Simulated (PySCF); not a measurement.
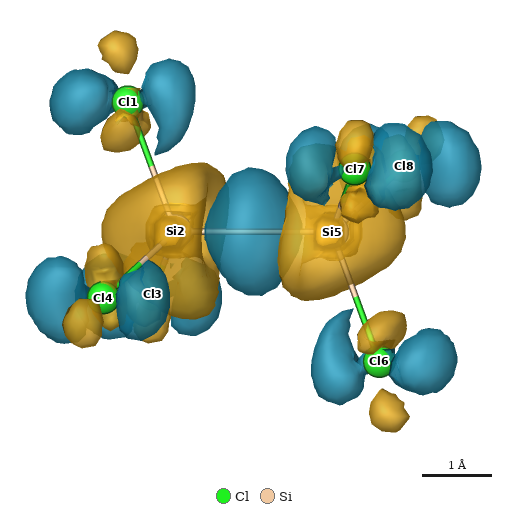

Figure. Cl₆Si₂, SMILES `Cl[Si](Cl)(Cl)[Si](Cl)(Cl)Cl`. Unrelaxed difference density of S₃ less the ground state (TDA singlet states), ±0.015 e/Å³; yellow: gain, teal: loss.

Computed with PySCF, PBE0/6-31G*, geometry: GFN2-xTB. No frequency check shows the geometry to be a minimum. GFN2-xTB bond lengths at metals and heavier atoms can be off by up to 0.1 Å and shapes distorted, which carries into these values. Without diffuse functions Rydberg states are missing, so the states' numbers hold for this basis only.

Cartesian coordinates (Å):

```
Cl1     -1.8816    1.8883    0.0034
Si2     -1.1697   -0.0002   -0.0000
Cl3     -1.8817   -0.9412   -1.6370
Cl4     -1.8817   -0.9470    1.6336
Si5      1.1697    0.0002   -0.0000
Cl6      1.8816   -1.8883    0.0034
Cl7      1.8817    0.9470    1.6336
Cl8      1.8817    0.9412   -1.6370
```

How does the charge move on excitation?

0.54 e is displaced in all, mostly between regions of the same atoms. The state: 7.21 eV (172 nm), f = 0.189 (bright); the leading pair carries 86 %; hole on Si2 and Si5 (14 % each) and Cl1, Cl3, Cl4, Cl6, Cl7 and Cl8 (12 % each), electron on Si2 and Si5 (21 % each) and Cl1, Cl3, Cl4, Cl6, Cl7 and Cl8 (10 % each); their centroids lie 0.0 Å apart; S₄ and S₅ lie within 0.1 eV of it.
